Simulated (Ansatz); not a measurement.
# Cl2FHSi···HF: what the fields show

Input

```
crystal:
  periodic: [false, false, false]
  atoms:
    - { symbol: Si, position_ang: [0.0, 0.0, 0.0] }
    - { symbol: H, position_ang: [0.0, 0.0, 1.81] }
    - { symbol: F, position_ang: [1.4994, 0.0, -0.5295] }
    - { symbol: Cl, position_ang: [-1.0032, 1.7381, -0.7093] }
    - { symbol: Cl, position_ang: [-1.0032, -1.7381, -0.7093] }
    - { symbol: F, position_ang: [-1.7936, 0.0, 0.596] }
    - { symbol: H, position_ang: [-0.9735, 0.0, 1.693] }
basis:
  gaussian: { orbitals: "6-31G*" }
hamiltonian:
  xc: revpbe
relax:
  f_tol: 0.15
  max_steps: 25
  restrain:
    - { distance: [0, 5], at: 2.79, k: 30.0 }
    - { distance: [6, 1], at: 1.86, k: 30.0 }
    - { distance: [0, 1], at: 1.46, k: 30.0 }
    - { distance: [6, 5], at: 0.92, k: 30.0 }
output:
  orbitals: {}
```

Run with:

```sh
ansatz run input.yaml --threads 2 --pin off --max-ram 3072MiB --backend cpu --events-out ev --progress --plain --runs-dir out
```

The fields are those of the run's last geometry, not of the input's.

Not at a stationary point (largest force 0.6 eV/Å).

These are results of RKS revPBE/6-31G* in Ansatz 0.2.0, not measurements.

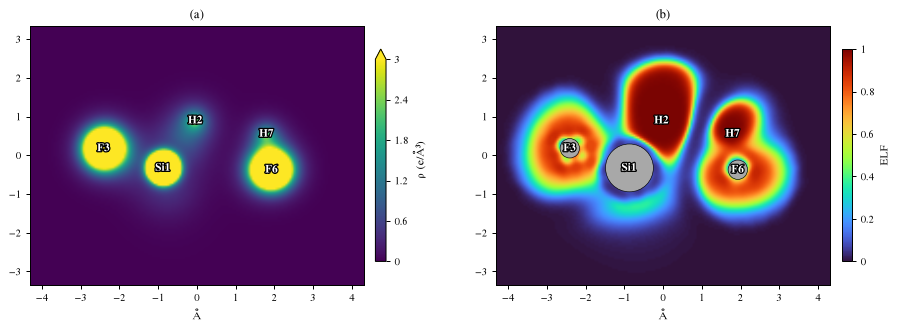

Figure 1. (a) total electron density; (b) electron localisation function on the plane of atoms H2, Si1 and F3. Grey discs cover the atomic cores in the ELF map.

### What does the map show?

The plane passes through Si, H and F nuclei.
Si1···F6 (2.80 Å): the density falls to about 0.11 e/Å³ on the way; the ELF dips to about 0.05 between them.
Si–F (1.62 Å): ρ is about 1.1 e/Å³ halfway; the ELF peaks at about 0.80 in the valence shell of F, 0.6 Å from its nucleus, and is about 0.50 at the midpoint.
F–H (0.94 Å): ρ at the midpoint is about 4.3 e/Å³; the ELF climbs to about 1 towards the hydrogen, as it does in any bond to H: an ordinary covalent bond to hydrogen.
Si–H (1.47 Å): ρ at the midpoint is about 0.8 e/Å³; the ELF climbs to about 1 towards the hydrogen.
The ELF also peaks beside F6 and F3, away from the bonds: lone-pair regions.

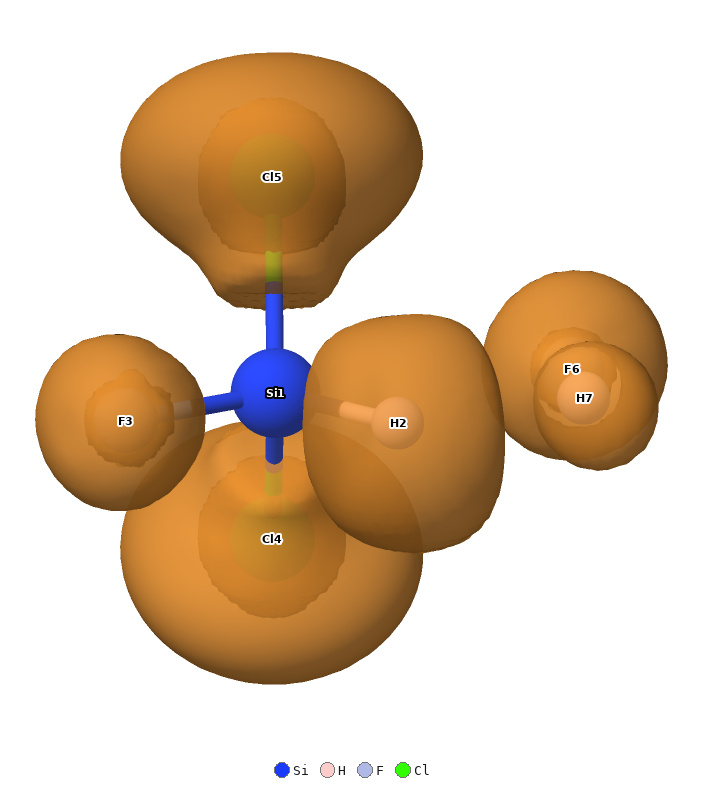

Figure 2. Isosurface of the ELF at 0.75 (orange), seen at a tilt. Core shells and regions of very low density are left out.

### Where are the electrons localised?

At this value the surface marks out one region around a hydrogen nucleus, two regions on Cl in which the atom's valence shell and bonds are merged, one region wrapped around F (its lone pairs, merged into a ring or cap) and one joined region spread over several atoms (F, H), in which their bonds and any lone pairs are merged.

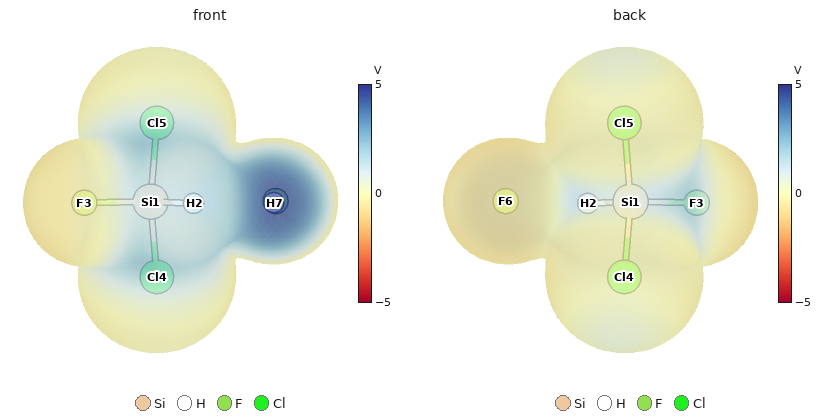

Figure 3. The molecular electrostatic potential painted on the density surface at 0.004 e/bohr³, seen from the front and from behind; red is negative and blue positive.

### Describe the electrostatic potential map.

The most negative region (about −0.8 V) lies over F6, the most positive (about +4.4 V) over H7. Cl4 shows a σ-hole: about +0.6 V at the tip opposite its bond, against about −0.1 V on its flanks. Cl5 shows a σ-hole: about +0.6 V at the tip opposite its bond, against about −0.2 V on its flanks.
